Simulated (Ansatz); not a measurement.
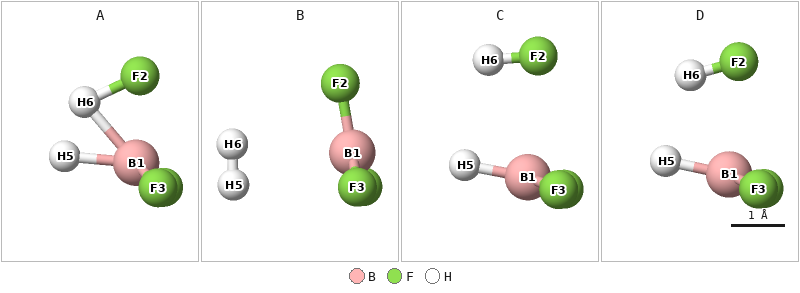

4 geometries from a converged minimum-energy path of BH$_{2}$F$_{3}$, made up of BF3 and H$_{2}$, shuffled. The picture is a ball-and-stick view, seen face on.

Theory: Ansatz 0.2.0, RKS BLYP-D4/def2-SVP. Set-up: 9 movable images; climbing image; force threshold 0.03 eV/Å; iteration limit 60; starting path through a guess of the saddle point.

### Which frame is the transition state?

A. In order along the path, whose images run from 0 to 10: B (image 2, +5.2 kJ/mol), A (image 6, +190.2 kJ/mol), D (image 8, +137.1 kJ/mol), C (image 9, +130.5 kJ/mol). Breaking: B–F (1.33 → 2.35 Å), H–H (0.77 → 2.44 Å). Forming: B–H (2.88 → 1.21 Å), F–H (2.72 → 0.94 Å).

Limits of the set-up: the start holds two separate molecules, 2.7 Å apart at their closest, whose relative position is a soft coordinate.

Cost: 97 s on 1 thread of Intel(R) Xeon(R) 6975P-C (Granite Rapids), with other jobs on the host, peak memory 0.13 GiB.
